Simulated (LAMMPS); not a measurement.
Consider CdSe (zinc blende), 216 atoms, at 1350 K and 0 GPa, heated as the crystal in molecular dynamics.

Model: classical MD, pair style bop, file CdTeSe.bop.table, run in LAMMPS.

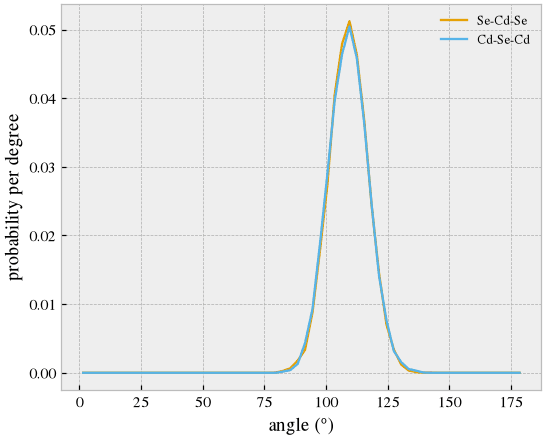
Probability per degree against angle (°)

Main features:
- state found: crystal; no diffusion seen in 15 ps
- most common Se-Cd-Se angle: in the 3° bin centred on 109.5° (mean of all 109°)
- most common Cd-Se-Cd angle: in the 3° bin centred on 109.5° (mean of all 109°)

Caution: in nature this polymorph isn't the stable one over the whole range of temperature at this pressure, and short runs keep a crystal in its starting form. Caution: a run this short can hold a crystal over, or a liquid under, the potential's melting point.
